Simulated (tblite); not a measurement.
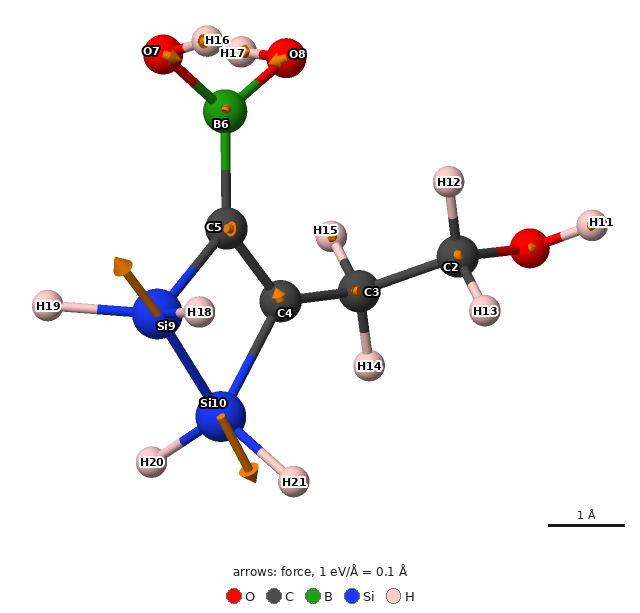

Starting geometry of C4H11BO3Si2 with the computed forces as orange arrows. The picture is a ball-and-stick view, seen at a tilt.

Theory: GFN2-xTB geometry optimisation, gas phase (tblite 0.8.0). 

**What follows when this structure is relaxed?**

It isn't relaxed: the largest force vector, on a Si atom, is 12.10 eV/Å. The final displacements have little in common with the starting forces (cosine between the two patterns 0.17). The energy falls by 300.6 kJ/mol in 269 geometry steps. The largest move after the best rigid fit is that of an H atom, 1.83 Å. By element the largest moves are H 1.83 Å, O 0.62 Å, C 0.33 Å, Si 0.33 Å, B 0.11 Å. Among the contacts that change: Si–Si 2.004 → 2.339 Å, B–O 1.472 → 1.368 Å, B–O 1.454 → 1.357 Å, C–C 1.414 → 1.352 Å. Bond angles that change, for instance: H–Si–H 118.4° → 104.3°, B–O–H 104.1° → 116.5°, H–Si–H 118.6° → 106.9°. Groups turn about B–O by about 90°, B–O by about 90°, C–C by about 25°.
